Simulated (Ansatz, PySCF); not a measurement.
Bond stretch in B(Br)3, SMILES B(Br)(Br)Br. The B1–Br4 bond (B1 also carries Br, Br; Br4 carries nothing else) is varied alone, starting from the PBE0/def2-TZVP optimised geometry.

```
4

B      0.0000     0.0000     0.0000
Br     0.0000     1.6424    -0.9492
Br    -0.0001    -1.6429    -0.9484
Br     0.0000     0.0000     1.8971
```

Methods: RHF/STO-3G = PySCF with restricted Hartree-Fock/STO-3G; RKS-B3LYP/6-31G* = restricted B3LYP/6-31G*, spherical d (PySCF 2.14.0); UKS-B3LYP/3-21G = PySCF with unrestricted B3LYP/3-21G; UCCSD(T) = CCSD(T) on UHF/cc-pVDZ, cores with 3d frozen (Ansatz, a first-principles code); RKS-PBE0 = restricted PBE0/cc-pVDZ run with Ansatz.

Energies are in kcal/mol, each relative to the lowest point of its own curve near equilibrium.

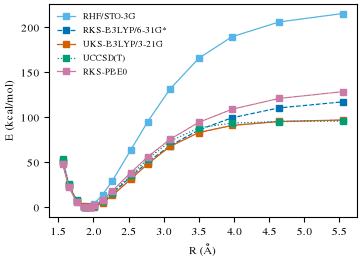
Figure: Energy against bond length for each method.

```json
[
 {"R / Å": "1.56", "RHF/STO-3G": "51.7", "RKS-B3LYP/6-31G*": "49.8", "UKS-B3LYP/3-21G": "50.5", "UCCSD(T)": "54.2", "RKS-PBE0": "48.4"},
 {"R / Å": "1.65", "RHF/STO-3G": "23.5", "RKS-B3LYP/6-31G*": "23.8", "UKS-B3LYP/3-21G": "24.5", "UCCSD(T)": "26.0", "RKS-PBE0": "22.4"},
 {"R / Å": "1.76", "RHF/STO-3G": "5.6", "RKS-B3LYP/6-31G*": "6.8", "UKS-B3LYP/3-21G": "7.5", "UCCSD(T)": "7.6", "RKS-PBE0": "5.9"},
 {"R / Å": "1.86", "RHF/STO-3G": "0.1", "RKS-B3LYP/6-31G*": "0.7", "UKS-B3LYP/3-21G": "1.1", "UCCSD(T)": "0.8", "RKS-PBE0": "0.4"},
 {"R / Å": "1.90", "RHF/STO-3G": "0.0", "RKS-B3LYP/6-31G*": "0.0", "UKS-B3LYP/3-21G": "0.1", "UCCSD(T)": "0.0", "RKS-PBE0": "0.0"},
 {"R / Å": "1.96", "RHF/STO-3G": "1.6", "RKS-B3LYP/6-31G*": "0.2", "UKS-B3LYP/3-21G": "0.0", "UCCSD(T)": "0.2", "RKS-PBE0": "0.7"},
 {"R / Å": "2.01", "RHF/STO-3G": "4.2", "RKS-B3LYP/6-31G*": "1.4", "UKS-B3LYP/3-21G": "0.8", "UCCSD(T)": "1.4", "RKS-PBE0": "2.3"},
 {"R / Å": "2.13", "RHF/STO-3G": "14.0", "RKS-B3LYP/6-31G*": "6.7", "UKS-B3LYP/3-21G": "5.2", "UCCSD(T)": "7.0", "RKS-PBE0": "8.5"},
 {"R / Å": "2.27", "RHF/STO-3G": "29.6", "RKS-B3LYP/6-31G*": "15.4", "UKS-B3LYP/3-21G": "13.2", "UCCSD(T)": "16.3", "RKS-PBE0": "18.3"},
 {"R / Å": "2.53", "RHF/STO-3G": "63.6", "RKS-B3LYP/6-31G*": "33.9", "UKS-B3LYP/3-21G": "31.3", "UCCSD(T)": "35.7", "RKS-PBE0": "38.5"},
 {"R / Å": "2.77", "RHF/STO-3G": "95.0", "RKS-B3LYP/6-31G*": "50.1", "UKS-B3LYP/3-21G": "48.1", "UCCSD(T)": "53.4", "RKS-PBE0": "56.0"},
 {"R / Å": "3.09", "RHF/STO-3G": "131.5", "RKS-B3LYP/6-31G*": "68.4", "UKS-B3LYP/3-21G": "67.7", "UCCSD(T)": "73.3", "RKS-PBE0": "75.6"},
 {"R / Å": "3.50", "RHF/STO-3G": "165.7", "RKS-B3LYP/6-31G*": "86.0", "UKS-B3LYP/3-21G": "83.1", "UCCSD(T)": "88.4", "RKS-PBE0": "94.4"},
 {"R / Å": "3.97", "RHF/STO-3G": "189.5", "RKS-B3LYP/6-31G*": "99.5", "UKS-B3LYP/3-21G": "91.0", "UCCSD(T)": "93.6", "RKS-PBE0": "109.0"},
 {"R / Å": "4.64", "RHF/STO-3G": "206.0", "RKS-B3LYP/6-31G*": "110.5", "UKS-B3LYP/3-21G": "95.4", "UCCSD(T)": "95.3", "RKS-PBE0": "121.0"},
 {"R / Å": "5.55", "RHF/STO-3G": "215.4", "RKS-B3LYP/6-31G*": "117.2", "UKS-B3LYP/3-21G": "97.1", "UCCSD(T)": "95.8", "RKS-PBE0": "128.6"}
]
```

At the longest distance, 5.55 Å, RHF/STO-3G lies highest above its minimum (215.4 kcal/mol) and UCCSD(T) lowest (95.8 kcal/mol).

The restricted form behind RHF/STO-3G, RKS-B3LYP/6-31G*, RKS-PBE0 keeps the bonding electrons paired and can't separate into open-shell fragments. The unrestricted determinant behind UKS-B3LYP/3-21G is spin-contaminated at 3.50 to 5.55 Å (<S²> up to 1.0, against 0.00 for a pure singlet). The unrestricted determinant behind UCCSD(T) is spin-contaminated at 2.77 to 5.55 Å (<S²> up to 1.0, against 0.00 for a pure singlet).
